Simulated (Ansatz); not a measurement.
## Electronic structure of BrCl3Ge (SMILES [Cl][Ge]([Cl])([Cl])[Br]) in real space

```xyz
5

Cl   -0.9077   -0.2790    1.9539
Ge   -0.0181   -0.0403    0.0014
Cl    1.7885   -1.1841   -0.0424
Cl   -1.2803   -0.7669   -1.5327
Br    0.4675    2.1967   -0.4214
```

Not at a stationary point (largest force 0.8 eV/Å).

Method: Ansatz 0.2.0, SCF cam_b3lyp, Gaussian basis.

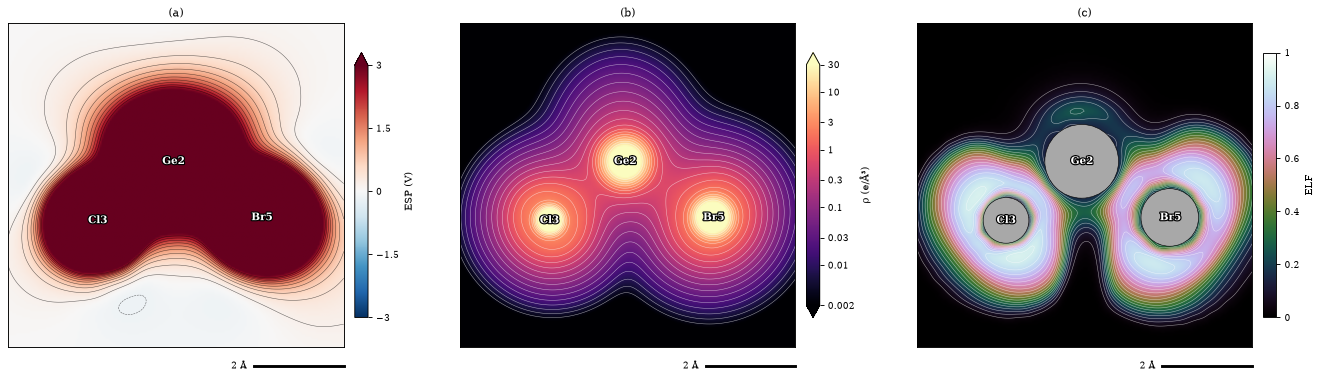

Figure 1. (a) molecular electrostatic potential; (b) electron density; (c) electron localisation function on the plane of atoms Cl3, Ge2 and Br5. Grey discs cover the atomic cores in the ELF map.

Interpret the plot.

The plane passes through Ge, Cl and Br nuclei. Ge–Br (2.33 Å): ρ is about 0.65 e/Å³ halfway; the ELF peaks at about 0.80 in the valence shell of Br, 1.0 Å from its nucleus, and is about 0.75 at the midpoint. The ELF also peaks beside Br5 and Cl3, away from the bonds: lone-pair regions. The potential has no marked negative region in this plane.

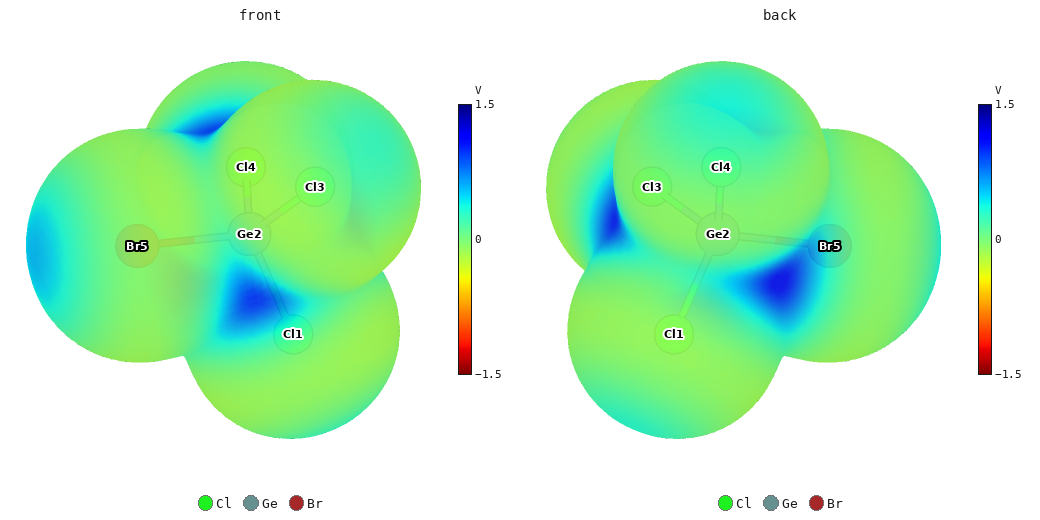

Figure 2. The electrostatic potential painted on the density surface at 0.001 e/bohr³, seen from the front and from behind; red is negative and blue positive.

Which sites attract a positive test charge, and which a negative one?

A positive charge is drawn to the negative regions and a negative charge to the positive ones. The most negative region (about −0.2 V) lies over Cl1, Cl3 and Br5, the most positive (about +1.0 V) over Ge2. Br5 shows a σ-hole: about +0.6 V at the tip opposite its bond, against about −0.1 V on its flanks.

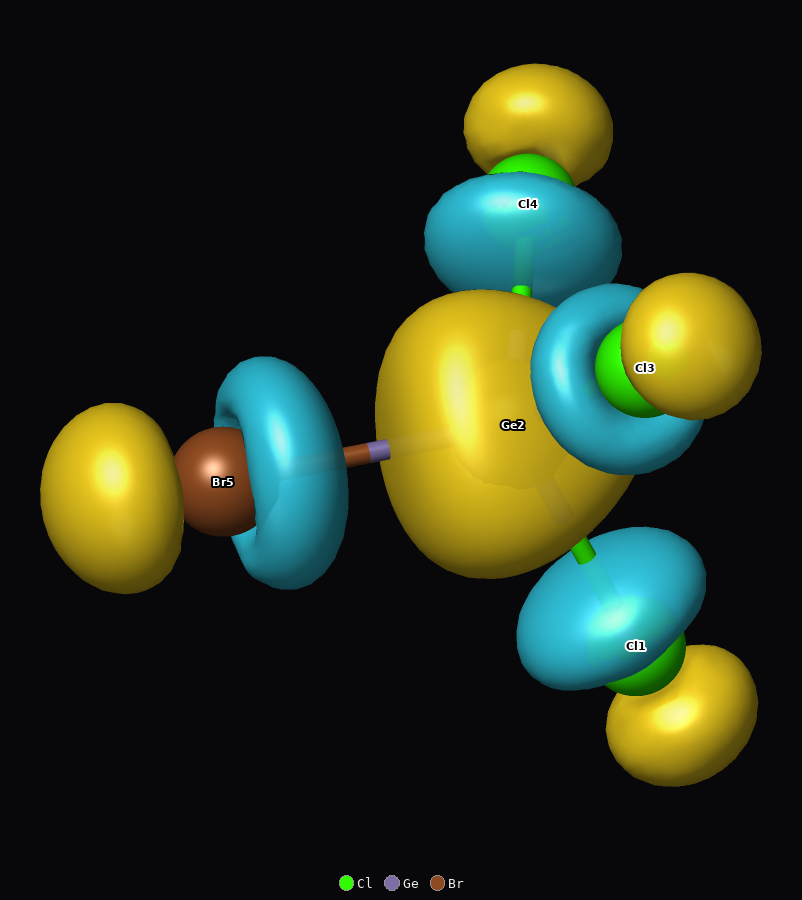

Figure 3. The LUMO at ±0.15 Å⁻³ᐟ² (yellow and cyan are the two phases), seen across its widest extent.

Where does this orbital lie, and at what energy?

Its weight (Hirshfeld) is mainly on Ge2 (about 30 %), Br5 (about 25 %), Cl1 (about 20 %), Cl4 (about 15 %) and Cl3 (about 15 %). Its energy is −1.51 eV.
